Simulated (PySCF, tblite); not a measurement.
# C₄H₉B: a rotation path, then NMR shifts and spin-spin couplings on frames, part 3 of 3

tblite 0.8.0 and PySCF 2.14.0. Atoms count from 0. The steps go on from the part before.

## Step 10: Indirect couplings: image 6, B3LYP/pcJ-1

Job settings and geometry (Å):

```
{"job": {"kind": "j", "xc": "B3LYP", "basis": "pcJ-1"}, "charge": 0, "multiplicity": 1}
B      1.160500    -1.674000     0.220100
C      1.036300    -0.181800    -0.249700
C     -0.293400     0.519300    -0.156200
C     -0.696600     1.383400    -1.074700
C     -1.121900     0.215900     1.054300
H      2.208700    -2.189600     0.152600
H      0.260800    -2.282100     0.650000
H      1.758200     0.394200     0.345700
H      1.413300    -0.091300    -1.274100
H     -1.638500     1.900500    -0.994100
H     -0.106400     1.617400    -1.945500
H     -0.533000     0.361700     1.958900
H     -1.444400    -0.823100     1.035200
H     -2.004300     0.848900     1.095600
```

With the program's defaults for keys left out, this is: B3LYP/pcJ-1 indirect spin-spin coupling, non-relativistic, gas phase.

The program printed:

```text
coarse grid: 11016 points
cycle   1  E = -182.5707484125  dE =  2.575e-01  |g| = 4.623e-01  |ddm| = 2.889e+00
cycle   2  E = -182.5603272234  dE =  1.042e-02  |g| = 5.043e-01  |ddm| = 8.467e-01
cycle   3  E = -182.6281138243  dE = -6.779e-02  |g| = 2.669e-02  |ddm| = 4.781e-01
cycle   4  E = -182.6282688119  dE = -1.550e-04  |g| = 1.341e-02  |ddm| = 4.411e-02
cycle   5  E = -182.6283160807  dE = -4.727e-05  |g| = 4.210e-03  |ddm| = 1.586e-02
cycle   6  E = -182.6283194066  dE = -3.326e-06  |g| = 1.664e-03  |ddm| = 3.799e-03
final grid: 104392 points
cycle   7  E = -182.6684983216  dE = -9.932e-05  |g| = 6.489e-03  |ddm| = 2.406e-02
cycle   8  E = -182.6684935918  dE =  4.730e-06  |g| = 7.761e-03  |ddm| = 1.090e-02
cycle   9  E = -182.6685082952  dE = -1.470e-05  |g| = 1.093e-03  |ddm| = 6.123e-03
cycle  10  E = -182.6685084603  dE = -1.652e-07  |g| = 7.465e-04  |ddm| = 1.412e-03
cycle  11  E = -182.6685086025  dE = -1.422e-07  |g| = 3.736e-05  |ddm| = 6.017e-04
cycle  12  E = -182.6685086028  dE = -3.312e-10  |g| = 1.217e-05  |ddm| = 4.508e-05
converged SCF energy = -182.6685086028

Indirect spin-spin couplings (Hz)
  i      j    bonds     total        FC       PSO       DSO        SD
  0 B    1 C    1     49.654    52.050    -2.795     0.161     0.237
  0 B    2 C    2     -2.323    -2.237    -0.105    -0.004     0.023
  0 B    3 C    3      3.495     3.506     0.191    -0.094    -0.108
  0 B    4 C    3      3.324     3.426    -0.089     0.008    -0.021
  0 B    5 H    1    129.461   130.461    -1.904     0.345     0.560
  0 B    6 H    1    131.769   132.765    -1.981     0.399     0.586
  0 B    7 H    2     -5.845    -5.773    -0.014    -0.263     0.205
  0 B    8 H    2     -3.437    -3.249    -0.033    -0.312     0.156
  0 B    9 H    4      0.344     0.413     0.361    -0.405    -0.024
  0 B   10 H    4     -0.413    -0.393     0.289    -0.289    -0.020
  0 B   11 H    4     -0.466    -0.406    -0.091     0.046    -0.015
  0 B   12 H    4     -0.164     0.024    -0.372     0.220    -0.035
  0 B   13 H    4      1.029     1.123     0.335    -0.415    -0.014
  1 C    2 C    1     41.504    42.501    -1.223     0.226         -
  1 C    3 C    2      2.599     2.895    -0.253    -0.043         -
  1 C    4 C    2      5.564     5.764    -0.191    -0.009         -
  1 C    5 H    2      5.451     5.929    -0.329    -0.149         -
  1 C    6 H    2      3.681     4.146    -0.304    -0.161         -
  1 C    7 H    1    115.859   113.424     1.634     0.801         -
  1 C    8 H    1    120.076   117.856     1.424     0.796         -
  1 C    9 H    3     10.294    10.387     0.410    -0.503         -
  1 C   10 H    3      6.913     7.028    -0.105    -0.009         -
  1 C   11 H    3      2.521     2.507    -0.015     0.028         -
  1 C   12 H    3      1.301     1.398    -0.042    -0.055         -
  1 C   13 H    3      8.305     8.356     0.400    -0.450         -
  2 C    3 C    1     80.485    90.053    -9.751     0.183         -
  2 C    4 C    1     42.882    44.095    -1.423     0.210         -
  2 C    5 H    3      8.220     8.265     0.227    -0.272         -
  2 C    6 H    3      4.778     4.785    -0.073     0.066         -
  2 C    7 H    2     -7.319    -7.411     0.108    -0.015         -
  2 C    8 H    2     -3.642    -3.330    -0.243    -0.069         -
  2 C    9 H    2     -0.550     1.362    -1.456    -0.456         -
  2 C   10 H    2     -0.490     1.422    -1.451    -0.461         -
  2 C   11 H    2     -7.010    -6.969     0.049    -0.090         -
  2 C   12 H    2     -8.087    -8.125     0.118    -0.080         -
  2 C   13 H    2     -3.340    -2.984    -0.209    -0.146         -
  3 C    4 C    2      4.222     4.509    -0.236    -0.051         -
  3 C    5 H    4      0.218     0.213     0.274    -0.269         -
  3 C    6 H    4     -0.254    -0.269     0.248    -0.233         -
  3 C    7 H    3      3.939     4.119     0.095    -0.275         -
  3 C    8 H    3      5.213     5.548    -0.374     0.039         -
  3 C    9 H    1    161.434   160.157     0.646     0.632         -
  3 C   10 H    1    159.887   158.590     0.664     0.633         -
  3 C   11 H    3      6.464     6.588     0.314    -0.438         -
  3 C   12 H    3      5.677     5.815     0.252    -0.390         -
  3 C   13 H    3      6.020     6.338    -0.328     0.010         -
  4 C    5 H    4      0.342     0.365     0.194    -0.217         -
  4 C    6 H    4      1.301     1.277    -0.130     0.155         -
  4 C    7 H    3      1.066     1.068     0.134    -0.137         -
  4 C    8 H    3      6.979     7.017     0.418    -0.455         -
  4 C    9 H    3      7.373     7.509    -0.105    -0.031         -
  4 C   10 H    3     11.260    11.353     0.434    -0.527         -
  4 C   11 H    1    129.977   128.045     1.263     0.669         -
  4 C   12 H    1    132.421   130.584     1.168     0.669         -
  4 C   13 H    1    133.752   131.986     1.113     0.652         -
  5 H    6 H    2      4.757     5.016     1.881    -2.140         -
  5 H    7 H    3      1.332     1.403     0.375    -0.446         -
  5 H    8 H    3      1.367     1.465     0.383    -0.481         -
  5 H    9 H    5      0.602     0.681     1.047    -1.127         -
  6 H    7 H    3      1.241     1.386     1.532    -1.677         -
  6 H    8 H    3      2.267     2.437     1.585    -1.755         -
  6 H   13 H    5      0.206     0.231     0.966    -0.992         -
  7 H    8 H    2    -23.911   -24.138     2.118    -1.890         -
  7 H    9 H    4     -3.593    -3.450     1.511    -1.654         -
  7 H   10 H    4     -3.217    -3.061     0.460    -0.617         -
  7 H   11 H    4     -2.350    -2.332    -0.708     0.690         -
  7 H   12 H    4     -2.418    -2.320     1.204    -1.302         -
  7 H   13 H    4     -0.637    -0.552     1.386    -1.471         -
  8 H   10 H    4     -0.525    -0.523    -1.593     1.591         -
  8 H   11 H    4      0.336     0.403     1.645    -1.712         -
  8 H   12 H    4     -0.575    -0.481     1.318    -1.412         -
  8 H   13 H    4      2.706     2.792     1.710    -1.796         -
  9 H   10 H    2      0.205    -0.095     3.727    -3.426         -
  9 H   11 H    4     -2.227    -2.065     1.195    -1.357         -
  9 H   12 H    4     -2.888    -2.732     0.964    -1.121         -
  9 H   13 H    4     -0.395    -0.393    -1.561     1.559         -
 10 H   11 H    4     -1.516    -1.374     1.665    -1.808         -
 10 H   12 H    4     -2.738    -2.594     1.630    -1.774         -
 10 H   13 H    4      0.331     0.510     1.578    -1.757         -
 11 H   12 H    2    -18.342   -18.506     2.670    -2.505         -
 11 H   13 H    2    -12.652   -12.748     2.795    -2.700         -
 12 H   13 H    2    -14.025   -14.132     2.730    -2.624         -
```

Run time: 26 s. Hardware: 1 thread of Intel Xeon Platinum 8488C, shared host; peak memory 1.1 GiB.

Key values: J(C3,H9) 161.4 Hz, J(C3,H10) 159.9 Hz, J(C4,H11) 132.1 Hz (means over like pairs).

## Step 11: Nuclear shieldings: image 8, PBE0/pcSseg-1

Job settings and geometry (Å):

```
{"job": {"kind": "nmr", "xc": "PBE0", "basis": "pcSseg-1", "pop": false}, "charge": 0, "multiplicity": 1}
B      1.092000    -1.703800    -0.124300
C      1.081000    -0.133800    -0.048800
C     -0.270100     0.520200    -0.076300
C     -0.746400     1.131000    -1.149300
C     -1.051800     0.412700     1.197900
H      2.120100    -2.260300    -0.071400
H      0.104500    -2.318100    -0.244000
H      1.614000     0.180800     0.855300
H      1.686600     0.243700    -0.878900
H     -1.724900     1.581300    -1.161500
H     -0.180200     1.203900    -2.063400
H     -0.541200     0.945100     2.001200
H     -1.134600    -0.632000     1.495300
H     -2.049600     0.828800     1.085900
```

With the program's defaults for keys left out, this is: GIAO PBE0/pcSseg-1 NMR shielding, non-relativistic, gas phase.

The program printed:

```text
coarse grid: 11016 points
cycle   1  E = -182.3115751180  dE =  3.240e-01  |g| = 3.910e-01  |ddm| = 3.138e+00
cycle   2  E = -182.3125580687  dE = -9.830e-04  |g| = 3.964e-01  |ddm| = 7.455e-01
cycle   3  E = -182.3548567580  dE = -4.230e-02  |g| = 1.946e-02  |ddm| = 3.985e-01
cycle   4  E = -182.3549417456  dE = -8.499e-05  |g| = 1.088e-02  |ddm| = 3.557e-02
cycle   5  E = -182.3549731464  dE = -3.140e-05  |g| = 3.735e-03  |ddm| = 1.421e-02
cycle   6  E = -182.3549762275  dE = -3.081e-06  |g| = 1.410e-03  |ddm| = 3.992e-03
final grid: 104392 points
cycle   7  E = -182.3839949098  dE = -3.066e-05  |g| = 7.997e-03  |ddm| = 2.570e-02
cycle   8  E = -182.3839848359  dE =  1.007e-05  |g| = 1.017e-02  |ddm| = 1.707e-02
cycle   9  E = -182.3840118298  dE = -2.699e-05  |g| = 1.802e-03  |ddm| = 9.921e-03
cycle  10  E = -182.3840126353  dE = -8.055e-07  |g| = 1.584e-04  |ddm| = 1.457e-03
cycle  11  E = -182.3840126417  dE = -6.356e-09  |g| = 4.834e-05  |ddm| = 2.081e-04
cycle  12  E = -182.3840126424  dE = -6.818e-10  |g| = 1.162e-05  |ddm| = 6.331e-05
converged SCF energy = -182.3840126424

GIAO shielding tensors (ppm)
atom      isotropic    diamagn.    paramagn.     s11        s22        s33       span
  0 B        7.634     192.276    -184.642    -70.318    -33.757    126.977    197.295
  1 C      138.771     250.958    -112.187    107.660    150.487    158.165     50.504
  2 C       30.068     260.902    -230.834    -93.011     21.442    161.773    254.784
  3 C       72.995     252.988    -179.993    -26.573    102.758    142.801    169.373
  4 C      158.881     247.292     -88.411    142.051    148.704    185.888     43.837
  5 H       23.684      29.625      -5.942     16.126     26.745     28.180     12.053
  6 H       23.721      29.822      -6.101     14.650     27.801     28.712     14.062
  7 H       29.222      30.856      -1.634     24.675     29.492     33.499      8.824
  8 H       29.136      31.336      -2.199     24.241     29.695     33.472      9.231
  9 H       26.706      31.389      -4.683     23.886     25.612     30.621      6.735
 10 H       26.854      32.040      -5.186     23.944     25.765     30.855      6.911
 11 H       29.870      29.543       0.327     26.420     28.143     35.048      8.628
 12 H       29.833      30.366      -0.533     26.468     28.298     34.732      8.265
 13 H       29.759      30.315      -0.555     26.225     28.331     34.722      8.496
```

It took 9.3 s on 1 thread of Intel Xeon Platinum 8488C, shared host; peak memory 0.63 GiB.

Key values: δ C2 156.9, C3 113.9, C1 48.2, C4 28.0, H5 8.03, H6 8.00 ppm.

## Step 12: Indirect couplings: image 8, B3LYP/pcJ-1

Settings changed since step 11:

```diff
@@ -1,2 +1,2 @@
-{"job": {"kind": "nmr", "xc": "PBE0", "basis": "pcSseg-1", "pop": false}, "charge": 0, "multiplicity": 1}
+{"job": {"kind": "j", "xc": "B3LYP", "basis": "pcJ-1"}, "charge": 0, "multiplicity": 1}
 B      1.092000    -1.703800    -0.124300
```

With the program's defaults for keys left out, this is: B3LYP/pcJ-1 indirect spin-spin coupling, non-relativistic, gas phase.

The program printed:

```text
coarse grid: 11016 points
cycle   1  E = -182.5731867609  dE =  2.556e-01  |g| = 4.628e-01  |ddm| = 2.879e+00
cycle   2  E = -182.5615294269  dE =  1.166e-02  |g| = 5.088e-01  |ddm| = 8.726e-01
cycle   3  E = -182.6307715715  dE = -6.924e-02  |g| = 2.678e-02  |ddm| = 5.050e-01
cycle   4  E = -182.6309187423  dE = -1.472e-04  |g| = 1.490e-02  |ddm| = 4.554e-02
cycle   5  E = -182.6309751974  dE = -5.646e-05  |g| = 4.333e-03  |ddm| = 1.708e-02
cycle   6  E = -182.6309786806  dE = -3.483e-06  |g| = 1.779e-03  |ddm| = 4.039e-03
final grid: 104392 points
cycle   7  E = -182.6707710419  dE = -9.535e-05  |g| = 6.369e-03  |ddm| = 2.409e-02
cycle   8  E = -182.6707656299  dE =  5.412e-06  |g| = 7.835e-03  |ddm| = 1.084e-02
cycle   9  E = -182.6707805489  dE = -1.492e-05  |g| = 1.217e-03  |ddm| = 6.303e-03
cycle  10  E = -182.6707808088  dE = -2.599e-07  |g| = 7.003e-04  |ddm| = 1.508e-03
cycle  11  E = -182.6707809337  dE = -1.250e-07  |g| = 4.116e-05  |ddm| = 5.726e-04
cycle  12  E = -182.6707809342  dE = -4.247e-10  |g| = 1.244e-05  |ddm| = 5.440e-05
converged SCF energy = -182.6707809342

Indirect spin-spin couplings (Hz)
  i      j    bonds     total        FC       PSO       DSO        SD
  0 B    1 C    1     46.931    49.296    -2.754     0.163     0.226
  0 B    2 C    2     -3.532    -3.286    -0.136     0.007    -0.117
  0 B    3 C    3      2.727     2.637     0.074    -0.063     0.078
  0 B    4 C    3      1.025     1.053     0.005    -0.016    -0.017
  0 B    5 H    1    130.464   131.487    -1.923     0.340     0.561
  0 B    6 H    1    133.877   134.903    -1.995     0.384     0.585
  0 B    7 H    2     -5.657    -5.510    -0.025    -0.303     0.181
  0 B    8 H    2     -4.738    -4.716     0.055    -0.281     0.204
  0 B    9 H    4     -1.688    -1.631     0.317    -0.384     0.009
  0 B   10 H    4     -1.643    -1.618     0.122    -0.143    -0.004
  0 B   11 H    4     -1.303    -1.269     0.191    -0.222    -0.002
  0 B   12 H    4     -0.978    -0.881    -0.307     0.245    -0.034
  0 B   13 H    4     -0.269    -0.192     0.300    -0.360    -0.016
  1 C    2 C    1     41.287    42.519    -1.459     0.228         -
  1 C    3 C    2      3.288     3.578    -0.247    -0.043         -
  1 C    4 C    2      5.385     5.615    -0.223    -0.007         -
  1 C    5 H    2      4.909     5.383    -0.325    -0.149         -
  1 C    6 H    2      3.934     4.407    -0.319    -0.154         -
  1 C    7 H    1    121.376   119.065     1.506     0.805         -
  1 C    8 H    1    119.201   116.936     1.461     0.805         -
  1 C    9 H    3     10.634    10.730     0.408    -0.504         -
  1 C   10 H    3      6.909     7.024    -0.110    -0.005         -
  1 C   11 H    3      1.866     1.867     0.033    -0.033         -
  1 C   12 H    3      2.291     2.322    -0.057     0.026         -
  1 C   13 H    3      8.705     8.750     0.411    -0.455         -
  2 C    3 C    1     80.721    90.188    -9.652     0.185         -
  2 C    4 C    1     42.367    43.575    -1.417     0.210         -
  2 C    5 H    3      7.746     7.775     0.243    -0.272         -
  2 C    6 H    3      5.192     5.100    -0.042     0.134         -
  2 C    7 H    2     -6.063    -6.006    -0.010    -0.048         -
  2 C    8 H    2     -3.813    -3.477    -0.259    -0.077         -
  2 C    9 H    2     -0.771     1.120    -1.437    -0.454         -
  2 C   10 H    2     -0.390     1.517    -1.457    -0.450         -
  2 C   11 H    2     -7.058    -7.054     0.090    -0.095         -
  2 C   12 H    2     -7.151    -7.132     0.061    -0.080         -
  2 C   13 H    2     -3.795    -3.441    -0.210    -0.144         -
  3 C    4 C    2      4.058     4.336    -0.226    -0.052         -
  3 C    5 H    4      0.192     0.220     0.231    -0.258         -
  3 C    6 H    4     -0.224    -0.223     0.091    -0.092         -
  3 C    7 H    3      6.152     6.266     0.332    -0.446         -
  3 C    8 H    3      5.311     5.633    -0.348     0.026         -
  3 C    9 H    1    162.270   160.978     0.658     0.634         -
  3 C   10 H    1    160.047   158.718     0.690     0.639         -
  3 C   11 H    3      5.469     5.606     0.265    -0.401         -
  3 C   12 H    3      6.239     6.357     0.312    -0.430         -
  3 C   13 H    3      5.904     6.206    -0.306     0.004         -
  4 C    6 H    4      0.374     0.377    -0.039     0.036         -
  4 C    7 H    3      3.598     3.593    -0.035     0.041         -
  4 C    8 H    3      7.594     7.639     0.410    -0.455         -
  4 C    9 H    3      7.395     7.523    -0.090    -0.038         -
  4 C   10 H    3     11.428    11.519     0.435    -0.526         -
  4 C   11 H    1    130.734   128.841     1.243     0.650         -
  4 C   12 H    1    130.440   128.550     1.224     0.666         -
  4 C   13 H    1    134.265   132.527     1.094     0.644         -
  5 H    6 H    2      5.768     6.040     1.926    -2.198         -
  5 H    7 H    3      1.869     1.953     0.387    -0.472         -
  5 H    8 H    3      1.068     1.147     0.442    -0.520         -
  5 H   12 H    5     -0.236    -0.181     0.348    -0.403         -
  6 H    7 H    3      2.296     2.451     1.618    -1.773         -
  6 H    8 H    3      1.122     1.255     1.535    -1.668         -
  7 H    8 H    2    -21.132   -21.339     2.213    -2.006         -
  7 H    9 H    4     -1.210    -1.081     1.664    -1.793         -
  7 H   10 H    4     -1.846    -1.699     1.268    -1.415         -
  7 H   11 H    4     -1.432    -1.458    -1.236     1.262         -
  7 H   12 H    4     -0.978    -0.914     0.087    -0.151         -
  7 H   13 H    4      0.456     0.523     1.561    -1.628         -
  8 H   10 H    4     -0.516    -0.510    -1.539     1.533         -
  8 H   11 H    4     -0.661    -0.580     1.266    -1.347         -
  8 H   12 H    4      0.448     0.522     1.678    -1.752         -
  8 H   13 H    4      2.931     3.012     1.730    -1.811         -
  9 H   10 H    2      0.394     0.094     3.742    -3.441         -
  9 H   11 H    4     -2.697    -2.537     1.018    -1.179         -
  9 H   12 H    4     -2.251    -2.095     1.165    -1.321         -
  9 H   13 H    4     -0.425    -0.418    -1.512     1.505         -
 10 H   11 H    4     -2.446    -2.305     1.637    -1.778         -
 10 H   12 H    4     -1.700    -1.564     1.664    -1.800         -
 10 H   13 H    4      0.227     0.401     1.582    -1.756         -
 11 H   12 H    2    -18.195   -18.353     2.692    -2.534         -
 11 H   13 H    2    -13.588   -13.682     2.766    -2.672         -
 12 H   13 H    2    -12.938   -13.028     2.759    -2.669         -
```

Wall time 25 s (1 thread of Intel Xeon Platinum 8488C, shared host); peak memory 0.89 GiB.

This run: J(C3,H9) 162.3 Hz, J(C3,H10) 160.0 Hz, J(B0,H5) 132.2 Hz (means over like pairs).

## Step 13: Comparing the runs: NMR shifts

Shifts (ppm) of some atoms, chosen among heavy atoms and hydrogens apart, with basis size and wall time:

| frame | C2 | C3 | C1 | C4 | H11 | H12 | B0 | functions | time |
| --- | --- | --- | --- | --- | --- | --- | --- | --- | --- |
| image 0 | 156.7 | 113.9 | 48.1 | 27.8 | 1.92 | 1.83 | 92.2 | 130 | 9.4 s |
| image 2 | 153.8 | 116.9 | 45.3 | 26.0 | 2.79 | 1.67 | 89.8 | 130 | 9.4 s |
| image 4 | 153.4 | 118.5 | 41.0 | 30.9 | 2.30 | 2.28 | 89.4 | 130 | 9.3 s |
| image 6 | 153.6 | 116.3 | 46.2 | 26.7 | 1.57 | 2.83 | 89.7 | 130 | 9.3 s |
| image 8 | 156.9 | 113.9 | 48.2 | 28.0 | 1.85 | 1.88 | 92.4 | 130 | 9.3 s |

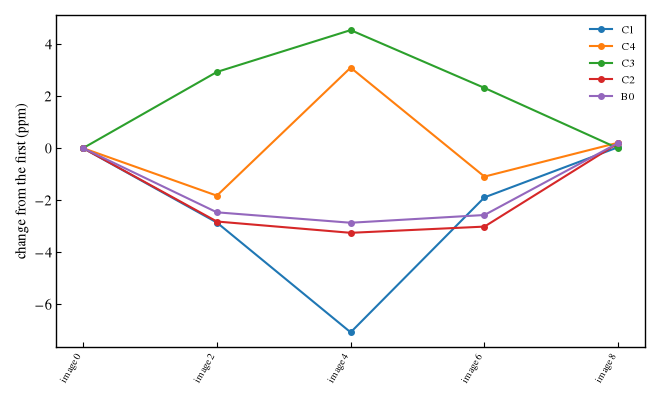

How five of the tabulated atoms move from run to run.

## Step 14: Run by run: spin-spin couplings

Couplings (Hz), each a mean over the pairs like the one named, with basis size and wall time:

| frame | C3–H9 | C3–H10 | B0–H5 | C4–H11 | C1–H7 | C2–C3 | B0–C1 | functions | time |
| --- | --- | --- | --- | --- | --- | --- | --- | --- | --- |
| image 0 | 162.2 | 160.0 | 132.1 | 131.8 | 120.3 | 80.7 | 47.0 | 225 | 26 s |
| image 2 | 161.6 | 159.8 | 130.4 | 131.9 | 117.8 | 80.3 | 50.1 | 225 | 26 s |
| image 4 | 162.1 | 158.9 | 129.8 | 132.6 | 117.4 | 79.9 | 51.0 | 225 | 27 s |
| image 6 | 161.4 | 159.9 | 130.6 | 132.1 | 118.0 | 80.5 | 49.7 | 225 | 26 s |
| image 8 | 162.3 | 160.0 | 132.2 | 131.8 | 120.3 | 80.7 | 46.9 | 225 | 25 s |

## Step 15: Results

The summary covers parts 1 to 3.

| quantity | value |
| --- | --- |
| barrier | 0.126 eV (2.9 kcal/mol) at image 4 |
| end to end (GFN2-xTB) | 0.000 eV |
| 13C shifts against TMS (PBE0/pcSseg-1, image 0) | 156.7, 113.9, 48.1, 27.8 ppm |
| 1H shifts against TMS (PBE0/pcSseg-1, image 0) | 8.02, 7.99, 5.00, 4.85, 2.64, 2.45, 1.95, 1.92, 1.83 ppm |
| 11B shifts against BF3·OEt2 (PBE0/pcSseg-1, image 0) | 92.2 ppm |
| largest coupling of the table (B3LYP/pcJ-1, image 0) | 1J(C,H) C3–H9, 162.2 Hz |
| range of the shift of C1 | 41.0 to 48.2 ppm |
| range of J(C3,H9), mean over like pairs | 161.4 to 162.3 Hz |

In words: Along the band the dihedral turns by 149°, and the top (dihedral 1°) lies 2.9 kcal/mol above the start (GFN2-xTB, rough), so at room temperature this motion is fast. The top was not checked by a frequency run. Shifts at one fixed geometry are not the observed spectrum, which averages over the motion. In the first frame run (image 0): Shielding is most anisotropic at C2 (span 254 ppm, paramagnetic term -231 ppm). Of the pairs tabulated at B3LYP/pcJ-1, C3–H9 couples most strongly (162.2 Hz; Fermi contact 160.9 Hz). Across the 5 runs the shift of C1 moves most, between 41.0 (image 4) and 48.2 ppm (image 8). The coupling C3–H9, as a mean over pairs of its kind, runs from 161.4 Hz (image 6) to 162.3 Hz (image 8).
